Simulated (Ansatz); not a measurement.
The starting structures come from a database of crystals and need not be the phases stable at ambient conditions.

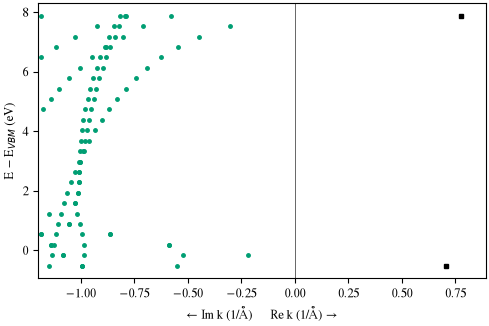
Figure: Complex bands at the centre of the two-dimensional zone; r2SCAN in Ansatz (an electronic-structure program)

No gap correction and no spin-orbit coupling; mid-gap values are interpolated between computed energies.

Question: This is N$_{2}$ (P6_3/mmc, not sure to be the ambient phase, 4 atoms a cell, 23.4 Å³ an atom) along the normal of (100). Read off the slowest decay at the centre of the two-dimensional zone at 4.03 eV, the computed energy nearest the middle of the gap.

Answer: κ ≈ 0.93 1/Å, a decay length 1/(2κ) of the density of 0.54 Å.
